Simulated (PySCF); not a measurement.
## Electronic structure of GeBr (doublet) in real space

```yaml
atoms:
  - { symbol: Ge, position_ang: [0.0000, 0.0000, -1.2046] }
  - { symbol: Br, position_ang: [0.0000, 0.0000, 1.1284] }
```

Level of theory: PBE0/cc-pVTZ(-PP), non-relativistic Hamiltonian with scalar-relativistic core potentials where named, at a bond length of 2.333 Å in PySCF.

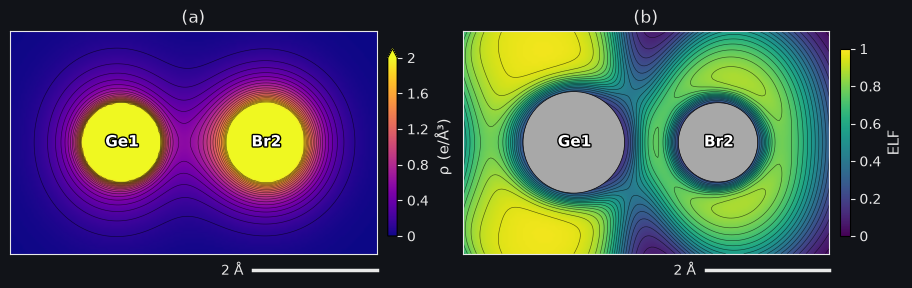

Figure 1. (a) total electron density; (b) electron localisation function on a plane that holds the molecular axis. Grey discs cover the atomic cores in the ELF map.

Read the bonding off the picture.

Answer. Atoms in the plane: Ge and Br.
Ge–Br (2.33 Å): the density is about 0.63 e/Å³ at the midpoint; the ELF peaks at about 0.75 in the valence shell of Br, 1.0 Å from its nucleus, and is about 0.65 at the midpoint.
The ELF also peaks beside Br2, away from the bonds: non-bonding electrons, paired or unpaired.

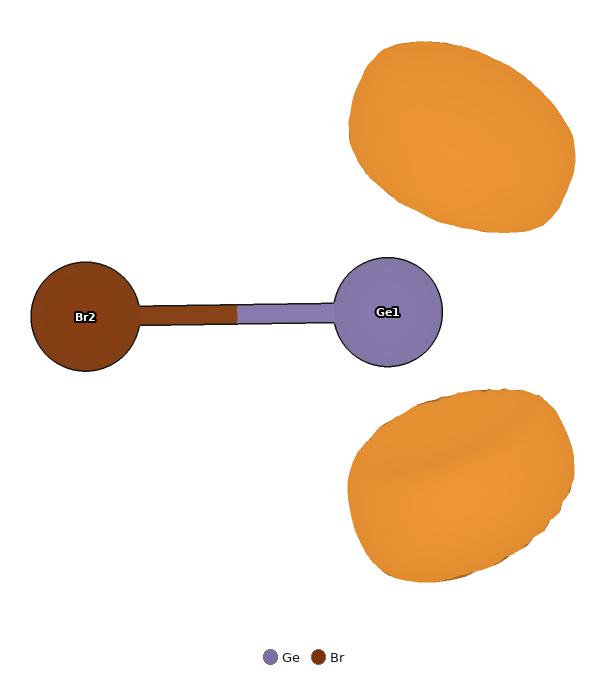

Figure 2. Isosurface of the electron localisation function at 0.9 (orange), seen from one side. Core shells and regions of very low density are left out.

Describe the localisation domains.

Answer. The surface consists of two lobes on Ge, pointing away from the bonds (non-bonding electrons).

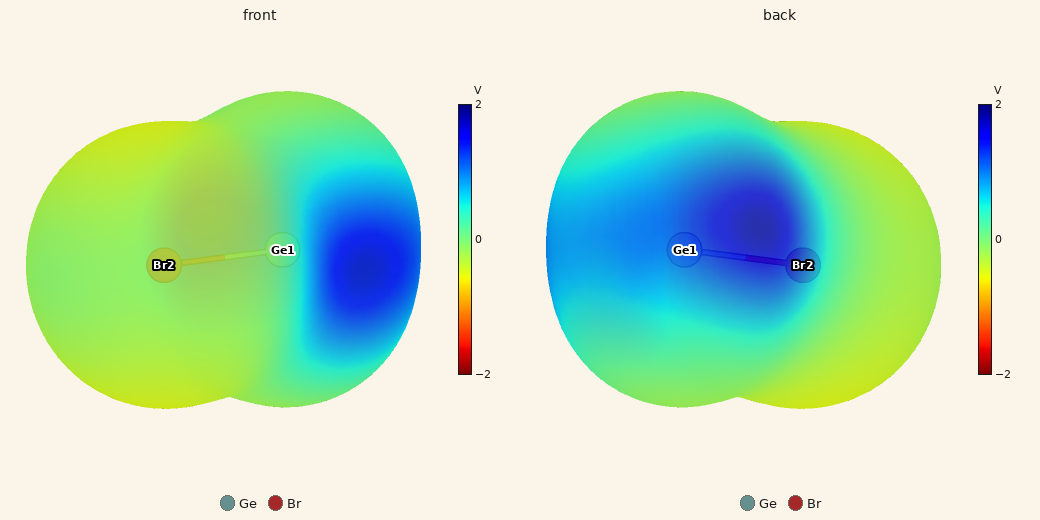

Figure 3. The electrostatic potential painted on the density surface at 0.001 e/bohr³, seen from the front and from behind; the colour scale runs from red (negative) to blue (positive).

Which sites attract a positive test charge, and which a negative one?

Answer. A positive charge is drawn to the negative regions and a negative charge to the positive ones. The most negative region (about −0.5 V) lies over Br2, the most positive (about +1.7 V) over Ge1.
